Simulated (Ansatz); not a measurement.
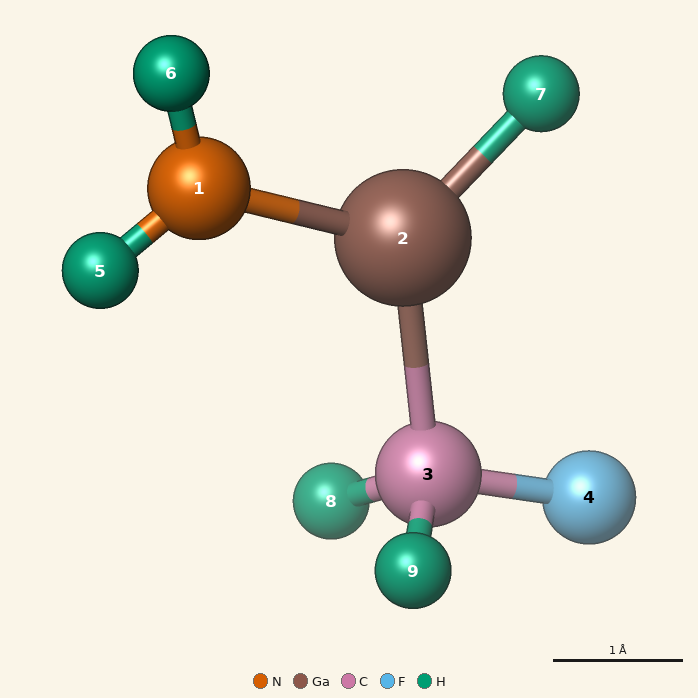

Orthographic view. Atoms fade into the background with distance from the viewer. The geometry was computed by an optimisation with PBE0-D4/def2-TZVP. No frequency run is at hand to confirm it as a minimum.

Give the geometry as a Z-matrix, atoms in numerical order, with these reference atoms: 2 to 1; 3 to 2, 1; 4 to 3, 2, 1; 5 to 1, 2, 3; 6 to 1, 5, 2; 7 to 2, 1, 5; 8 to 3, 4, 2; 9 to 3, 8, 4.

```
N  
Ga   1   1.816
C    2   1.989   1   116.3
F    3   1.393   2   111.3   1   180.0
H    1   1.006   2   125.0   3     0.0
H    1   1.006   5   111.5   2  -179.9
H    2   1.559   1   117.8   5   180.0
H    3   1.096   4   107.8   2   122.3
H    3   1.096   8   107.1   4  -115.8
```
